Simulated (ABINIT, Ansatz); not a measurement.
**A GW run on CsSnI3 (Pm-3m) in ABINIT, with inputs changed**

A base run on CsSnI3 (Pm-3m), then changed inputs.

Method: PBE and many-body steps on it, plane waves, in ABINIT 10.8.3.

### Step 1. Starting point

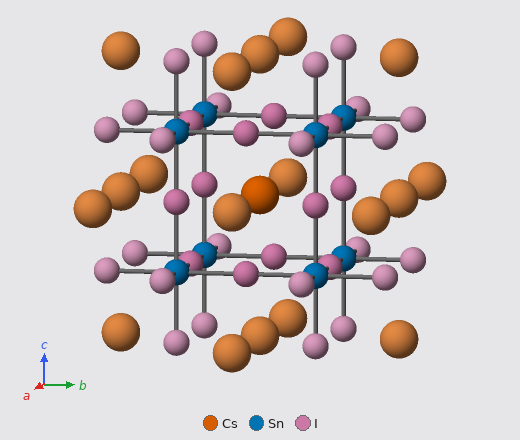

The starting structure, seen slightly off an axis (caesium orange, tin blue, iodine pink). Some periodic images of atoms are drawn too.

The cell and positions are those that the Materials Project relaxed with its own functionals (PBE, PBE+U or r2SCAN), kept fixed. Spin-orbit coupling is left out unless a step names it.

### Step 2. Screening, 2×2×2 mesh, 179 bands, screening to 141.5 eV

This step: ABINIT 10.8.3; RPA screening on PBE, plane waves, norm-conserving pseudopotentials.

The RPA dielectric matrix is built and inverted for each q.

The input, run.abi:

```
acell 3*1.0 Angstrom
rprim 
  6.286228000000 0.000000000000 0.000000000000
  0.000000000000 6.286228000000 0.000000000000
  0.000000000000 0.000000000000 6.286228000000
ntypat 3
znucl 55 50 53
natom 5
typat 1 2 3 3 3
xred 
  0.500000000000 0.500000000000 0.500000000000
  0.000000000000 0.000000000000 0.000000000000
  0.500000000000 0.000000000000 0.000000000000
  0.000000000000 0.000000000000 0.500000000000
  0.000000000000 0.500000000000 0.000000000000
pp_dirpath "pseudos"
pseudos "Cs.upf, Sn.upf, I.upf"
ecut 38
ngkpt 2 2 2
nshiftk 1
shiftk 0 0 0
kptopt 1
chksymbreak 0
istwfk *1
occopt 1
irdwfk 1
optdriver 3
nband 179
ecuteps 5.2
inclvkb 2
awtr 1
symchi 1
indata_prefix "in"
outdata_prefix "out"
tmpdata_prefix "tmp"
```

On the command line:

```
> OMP_NUM_THREADS=1 mpirun -n 8 abinit run.abi > log
```

Log:

```text
.Version 10.8.3 of ABINIT. v10.8.2 released Aug 2026.

 Symmetries : space group Pm -3 m (#221); Bravais cP (primitive cubic)
[... echo of the input left out ...]
== DATASET  1 ==================================================================
-   mpi_nproc: 8, omp_nthreads: 1 (-1 if OMP is not activated)

--- !DatasetInfo
iteration_state: {dtset: 1, }
dimensions: {natom: 5, nkpt: 4, mband: 179, nsppol: 1, nspinor: 1, nspden: 1, mpw: 18805, }
cutoff_energies: {ecut:  38.0, pawecutdg:  -1.0, }
electrons: {nelect:   1.06000000E+02, charge:   0.00000000E+00, occopt:   1.00000000E+00, tsmear:   1.00000000E-02, }

 SCREENING: Calculation of the susceptibility and dielectric matrices

 Based on a program developped by R.W. Godby, V. Olevano, G. Onida, and L. Reining.
 Incorporated in ABINIT by V. Olevano, G.-M. Rignanese, and M. Torrent.
.Using double precision arithmetic ; gwpc =  8

[... cell and pseudopotentials left out ...]
--------------------------------------------------------------------------------

 ==== K-mesh for the wavefunctions ====
 Number of points in the irreducible wedge :     4
[... list of points left out ...]
 Together with 48 symmetry operations and time-reversal symmetry
 yields     8 points in the full Brillouin Zone.

 ==== Q-mesh for the screening function ====
 Number of points in the irreducible wedge :     4
[... list of points left out ...]
 Together with 48 symmetry operations and time-reversal symmetry
 yields     8 points in the full Brillouin Zone.

 setmesh: FFT mesh size selected  =    45x   45x   45
          total number of points  =        91125

 vcoul_init : cutoff-mode = AUXILIARY_FUNCTION
 q-points for optical limit:   1
     1)      0.000010    0.000020    0.000030

- screening: taking advantage of time-reversal symmetry
- Maximum band index for partially occupied states nbvw = 53
- Remaining bands to be divided among processors   nbcw = 126
- Number of bands treated by each node ~15

 Number of electrons calculated from density =  106.0000; Expected =  106.0000
 average of density, n =  0.063232
 r_s =    1.5571
 omega_plasma =   24.2563 [eV]

 calculating chi0 at frequencies [eV] :
  1    0.000000E+00    0.000000E+00
  2    0.000000E+00    2.425633E+01

--------------------------------------------------------------------------------
  q-point number  1        q = ( 0.000000, 0.000000, 0.000000) [r.l.u.]
--------------------------------------------------------------------------------
[... chi0 elements left out ...]
 For q-point:  0.000010 0.000020 0.000030
  dielectric constant = 106.8188
  dielectric constant without local fields = 133.7062

  Average fulfillment of the sum rule on Im[epsilon] for q-point    1 :     41.78  [%]
[... wings left out ...]
  q-point number  2        q = ( 0.500000, 0.000000, 0.000000) [r.l.u.]
--------------------------------------------------------------------------------
[... chi0 elements left out ...]
  Average fulfillment of the sum rule on Im[epsilon] for q-point    2 :     46.63  [%]

 [... 2 further q-points ...]
```

The job ended after 2.5 min (8 MPI ranks of Arm Neoverse V2, shared host; peak memory 6.4 GiB; 20 min of CPU time).

This step gave:

| Item | Value |
| --- | --- |
| ε∞ with local fields, on this mesh, along the program's q direction | 106.8 |
| the same without local fields | 133.7 |
| plasma frequency | 24.26 eV |
| plane waves in the screening matrix | 949 |

Local fields lower ε∞ by 20 %. The value itself is an artefact of the mesh, where one narrow direct gap carries too much weight.

### Step 3. Base

The self-energy is evaluated for the states that the input lists, and the levels follow from it, in one-shot runs by the linearised quasiparticle equation.

This step: G0W0 on PBE, plane waves, norm-conserving pseudopotentials.

run.abi, as its differences from that of step 2:

```diff
@@ -26,8 +26,17 @@
 irdwfk 1
-optdriver 3
+optdriver 4
 nband 179
+gwcalctyp 0
+ecutsigx 38
+symsigma 1
+nkptgw 2
+kptgw 
+  0.5000000000 0.5000000000 0.5000000000
+  0.0000000000 0.0000000000 0.0000000000
+bdgw 
+  50 56
+  51 56
 ecuteps 5.2
-inclvkb 2
-awtr 1
-symchi 1
+irdscr 1
+ppmodel 1
 indata_prefix "in"
```

Log:

```text
.Version 10.8.3 of ABINIT. v10.8.2 released Aug 2026.

 Symmetries : space group Pm -3 m (#221); Bravais cP (primitive cubic)
[... echo of the input left out ...]
== DATASET  1 ==================================================================
-   mpi_nproc: 8, omp_nthreads: 1 (-1 if OMP is not activated)

--- !DatasetInfo
iteration_state: {dtset: 1, }
dimensions: {natom: 5, nkpt: 4, mband: 179, nsppol: 1, nspinor: 1, nspden: 1, mpw: 18805, }
cutoff_energies: {ecut:  38.0, pawecutdg:  -1.0, }
electrons: {nelect:   1.06000000E+02, charge:   0.00000000E+00, occopt:   1.00000000E+00, tsmear:   1.00000000E-02, }

 SIGMA: Calculation of the GW corrections

 Based on a program developped by R.W. Godby, V. Olevano, G. Onida, and L. Reining.
 Incorporated in ABINIT by V. Olevano, G.-M. Rignanese, and M. Torrent.
.Using double precision arithmetic ; gwpc =  8

[... cell and pseudopotentials left out ...]
--------------------------------------------------------------------------------

 ==== K-mesh for the wavefunctions ====
 Number of points in the irreducible wedge :     4
[... list of points left out ...]
 Together with 48 symmetry operations and time-reversal symmetry
 yields     8 points in the full Brillouin Zone.

 ==== Q-mesh for screening function ====
 Number of points in the irreducible wedge :     4
[... list of points left out ...]
 Together with 48 symmetry operations and time-reversal symmetry
 yields     8 points in the full Brillouin Zone.

 vcoul_init : cutoff-mode = AUXILIARY_FUNCTION
 q-points for optical limit:   1
     1)      0.000010    0.000020    0.000030
 setmesh: FFT mesh size selected  =    72x   72x   72
          total number of points  =       373248

 Number of electrons calculated from density =  106.0000; Expected =  106.0000
 average of density, n =  0.063232
 r_s =    1.5571
 omega_plasma =   24.2563 [eV]

 === KS Band Gaps ===
  >>>> For spin  1
   Minimum direct gap =   0.4813 [eV], located at k-point      :   0.5000  0.5000  0.5000
   Fundamental gap    =   0.4813 [eV], Top of valence bands at :   0.5000  0.5000  0.5000
                                       Bottom of conduction at :   0.5000  0.5000  0.5000
 SIGMA fundamental parameters:
 PLASMON POLE MODEL  1
 number of plane-waves for SigmaX                18805
 number of plane-waves for SigmaC and W            949
 number of plane-waves for wavefunctions         18805
 number of bands                                   179
 number of independent spin polarizations            1
 number of spinorial components                      1
 number of k-points in IBZ                           4
 number of q-points in IBZ                           4
 number of symmetry operations                      48
 number of k-points in BZ                            8
 number of q-points in BZ                            8
 number of frequencies for dSigma/dE                 9
 frequency step for dSigma/dE [eV]                0.25
 number of omega for Sigma on real axis              0
 max omega for Sigma on real axis  [eV]           0.00
 zcut for avoiding poles [eV]                     0.10

 EPSILON^-1 parameters (SCR file):
 dimension of the eps^-1 matrix on file            949
 dimension of the eps^-1 matrix used               949
 number of plane-waves for wavefunctions         18805
 number of bands                                   179
 number of q-points in IBZ                           4
 number of frequencies                               2
 number of real frequencies                          1
 number of imag frequencies                          1

 matrix elements of self-energy operator (all in [eV])

 Perturbative Calculation

--- !SelfEnergy_ee
iteration_state: {dtset: 1, }
kpoint     : [   0.500,    0.500,    0.500, ]
spin       : 1
KS_gap     :    0.481
QP_gap     :    0.890
Delta_QP_KS:    0.408
data: !SigmaeeData |
     Band     E0 <VxcDFT>   SigX SigC(E0)      Z dSigC/dE  Sig(E)    E-E0       E
       50   1.957 -13.386 -16.194   2.500   0.782  -0.280 -13.626  -0.241   1.716
       51   1.957 -13.386 -16.194   2.500   0.782  -0.280 -13.626  -0.241   1.716
       52   1.957 -13.386 -16.194   2.500   0.782  -0.280 -13.626  -0.241   1.716
       53   3.493 -14.211 -15.453   1.514   0.789  -0.267 -13.996   0.215   3.708
       54   3.974 -10.553  -6.743  -3.024   0.794  -0.260  -9.930   0.624   4.598
       55   3.974 -10.553  -6.743  -3.024   0.794  -0.260  -9.930   0.624   4.598
[...]
--- !SelfEnergy_ee
iteration_state: {dtset: 1, }
kpoint     : [   0.000,    0.000,    0.000, ]
spin       : 1
KS_gap     :    4.316
QP_gap     :    4.735
Delta_QP_KS:    0.418
data: !SigmaeeData |
     Band     E0 <VxcDFT>   SigX SigC(E0)      Z dSigC/dE  Sig(E)    E-E0       E
[...]
54   5.859  -6.224  -2.837  -3.204   0.831  -0.203  -6.072   0.152   6.011
       55   6.866  -6.273  -2.799  -3.143   0.831  -0.204  -5.998   0.276   7.141
       56   6.866  -6.273  -2.799  -3.143   0.831  -0.204  -5.998   0.276   7.141

== END DATASET(S) ==============================================================
================================================================================

 -outvars: echo values of variables after computation  --------
           etotal      0.0000000000E+00
            nband         179
             nkpt           4
          spgroup         221
 [... the other variables as echoed above ...]

 Calculation completed.
```

Wall time 53 s (8 MPI ranks); peak memory 5.8 GiB; 7.1 min of CPU time.

This step gave:

```
G0W0 gap on the points computed              : 0.8900 eV
starting gap on the mesh                     : 0.4814 eV
k of the valence top                         : 0.5, 0.5, 0.5
k of the conduction bottom                   : 0.5, 0.5, 0.5
Z at the valence top                         : 0.789
Z at the conduction bottom                   : 0.794
least direct G0W0 gap on the computed points : 0.8900 eV
```

The gap on the mesh goes from 0.48 eV to 0.89 eV, a correction of +0.41 eV.

### Step 4. Smaller part of the screening matrix

run.abi, as its differences from that of step 3:

```diff
@@ -38,3 +38,3 @@
   51 56
-ecuteps 5.2
+ecuteps 1.3
 irdscr 1
```

Log:

```text
.Version 10.8.3 of ABINIT. v10.8.2 released Aug 2026.

 Symmetries : space group Pm -3 m (#221); Bravais cP (primitive cubic)
[... echo of the input left out ...]
== DATASET  1 ==================================================================
-   mpi_nproc: 8, omp_nthreads: 1 (-1 if OMP is not activated)

--- !DatasetInfo
iteration_state: {dtset: 1, }
dimensions: {natom: 5, nkpt: 4, mband: 179, nsppol: 1, nspinor: 1, nspden: 1, mpw: 18805, }
cutoff_energies: {ecut:  38.0, pawecutdg:  -1.0, }
electrons: {nelect:   1.06000000E+02, charge:   0.00000000E+00, occopt:   1.00000000E+00, tsmear:   1.00000000E-02, }

 SIGMA: Calculation of the GW corrections

 Based on a program developped by R.W. Godby, V. Olevano, G. Onida, and L. Reining.
 Incorporated in ABINIT by V. Olevano, G.-M. Rignanese, and M. Torrent.
.Using double precision arithmetic ; gwpc =  8

[... cell and pseudopotentials left out ...]
--------------------------------------------------------------------------------

 ==== K-mesh for the wavefunctions ====
 Number of points in the irreducible wedge :     4
[... list of points left out ...]
 Together with 48 symmetry operations and time-reversal symmetry
 yields     8 points in the full Brillouin Zone.

 ==== Q-mesh for screening function ====
 Number of points in the irreducible wedge :     4
[... list of points left out ...]
 Together with 48 symmetry operations and time-reversal symmetry
 yields     8 points in the full Brillouin Zone.

 vcoul_init : cutoff-mode = AUXILIARY_FUNCTION
 q-points for optical limit:   1
     1)      0.000010    0.000020    0.000030
 setmesh: FFT mesh size selected  =    72x   72x   72
          total number of points  =       373248

 Number of electrons calculated from density =  106.0000; Expected =  106.0000
[...]
number of omega for Sigma on real axis              0
 max omega for Sigma on real axis  [eV]           0.00
 zcut for avoiding poles [eV]                     0.10

 EPSILON^-1 parameters (SCR file):
 dimension of the eps^-1 matrix on file            949
 dimension of the eps^-1 matrix used               123
 number of plane-waves for wavefunctions         18805
 number of bands                                   179
 number of q-points in IBZ                           4
 number of frequencies                               2
 number of real frequencies                          1
 number of imag frequencies                          1

 matrix elements of self-energy operator (all in [eV])

 Perturbative Calculation

--- !SelfEnergy_ee
iteration_state: {dtset: 1, }
kpoint     : [   0.500,    0.500,    0.500, ]
spin       : 1
KS_gap     :    0.481
QP_gap     :    0.740
Delta_QP_KS:    0.258
data: !SigmaeeData |
     Band     E0 <VxcDFT>   SigX SigC(E0)      Z dSigC/dE  Sig(E)    E-E0       E
       50   1.957 -13.386 -16.194   2.599   0.791  -0.265 -13.551  -0.166   1.791
       51   1.957 -13.386 -16.194   2.599   0.791  -0.265 -13.551  -0.166   1.791
       52   1.957 -13.386 -16.194   2.599   0.791  -0.265 -13.551  -0.166   1.791
[...]
--- !SelfEnergy_ee
iteration_state: {dtset: 1, }
kpoint     : [   0.000,    0.000,    0.000, ]
spin       : 1
KS_gap     :    4.316
QP_gap     :    4.601
Delta_QP_KS:    0.284
data: !SigmaeeData |
     Band     E0 <VxcDFT>   SigX SigC(E0)      Z dSigC/dE  Sig(E)    E-E0       E
[...]
55   6.866  -6.273  -2.799  -3.167   0.832  -0.202  -6.017   0.256   7.121
       56   6.866  -6.273  -2.799  -3.167   0.832  -0.202  -6.017   0.256   7.121

== END DATASET(S) ==============================================================
================================================================================

 -outvars: echo values of variables after computation  --------
           etotal      0.0000000000E+00
            nband         179
             nkpt           4
          spgroup         221
 [... the other variables as echoed above ...]

 Calculation completed.
```

Run time: 8.4 s. Hardware: 8 MPI ranks; peak memory 4.4 GiB; 66 s of CPU time.

This step gave:

| Item | Value |
| --- | --- |
| G0W0 gap on the points computed | 0.7390 eV |
| starting gap on the mesh | 0.4814 eV |
| k of the valence top | 0.5, 0.5, 0.5 |
| k of the conduction bottom | 0.5, 0.5, 0.5 |
| Z at the valence top | 0.798 |
| Z at the conduction bottom | 0.797 |
| least direct G0W0 gap on the computed points | 0.7390 eV |

(Continued in part 2 of 2.)

[Paths, hosts, dates, memory and timing lines, banners, echoed tables and standing remarks are left out of the program output.]

[Logs are printed without paths, hosts, clocks, repeated set-up lines and the standing remarks that a program may print on its own settings, such as how far it seeks lower states.]

[Runs of the session that timed out or met a known fault of the program may be left out.]

[Hosts, paths, dates, database ids (printed as entryN), source tags and the programs' standing remarks are cut or masked in the printed files.]

[G0W0 gaps are taken among the corrected bands and points alone; a level outside them can change the order at an edge.]

[Where Ansatz stands beside ABINIT at settings called matched, ABINIT's density can come from a denser mesh and the files from another edition; pairs whose starting gaps differed by over 0.03 eV were left out, so agreement reads better than it is.]
